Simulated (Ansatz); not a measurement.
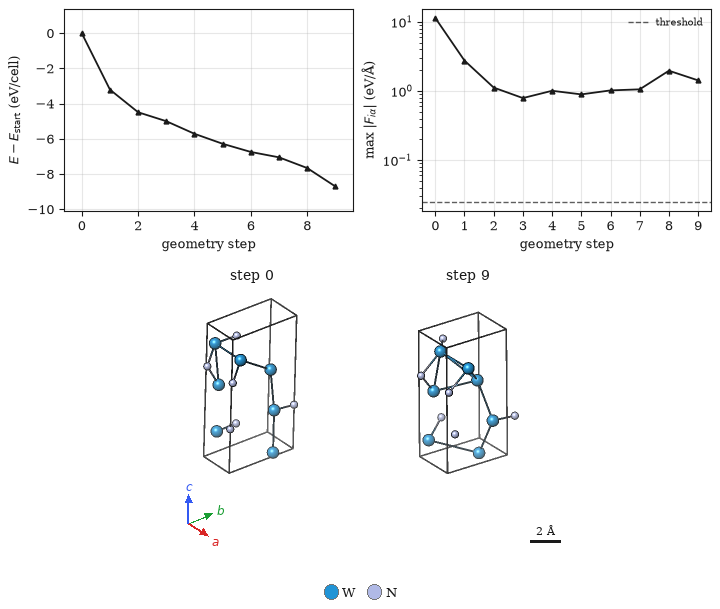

First and last geometry of a relaxation of crystalline W3N2 (a generated structure, set up in P1) (coarse preliminary run), with the history of the run. The picture is a ball-and-stick view of the cell of the calculation, seen from a free direction.

Theory: DFT PBE, scalar-relativistic, plane waves, PAW in Ansatz. Settings: plane-wave cutoff 420 eV; k-point mesh 8 × 4 × 2; occupations gaussian; smearing width 0.2 eV; no spin polarisation; cell and atoms relaxed; force threshold 0.025 eV/Å; at most 60 steps.

Did the run converge, and what did it change?

Answer. The run was cut off at its time limit before the relaxation converged, so the last structure is only a point on the way. After 9 geometry steps the energy has fallen by 8.700 eV per cell of the calculation. Largest force component: 11 eV/Å at the start, 1.4 eV/Å at the end. The pressure goes from 11.31 to 2.27 GPa. The largest move relative to the cell is that of a W atom, 1.02 Å roughly along [3 1 0]. By element the largest moves are W 1.02 Å, N 0.96 Å. The volume changes by −13.4 %, with a 2.742 → 2.816 Å (+2.7 %), b 5.519 → 4.950 Å (−10.3 %), c 9.947 → 9.402 Å (−5.5 %), α 88.1° → 91.5°, β 92.7° → 94.3°, γ 91.1° → 84.7°. Among the contacts that change: W–W 4.492 → 2.978 Å, N–W 3.660 → 2.230 Å, N–W 3.355 → 2.046 Å, W–W 4.391 → 3.097 Å. New bonds form, among them: N–W (3.28 → 2.02 Å), N–W (3.36 → 2.05 Å), N–W (3.66 → 2.23 Å). Bond angles that change, for instance: W–W–N 86.0° → 133.5°, W–N–W 130.4° → 91.4°, W–N–W 121.7° → 156.6°. The space group stays P1 (No. 1).
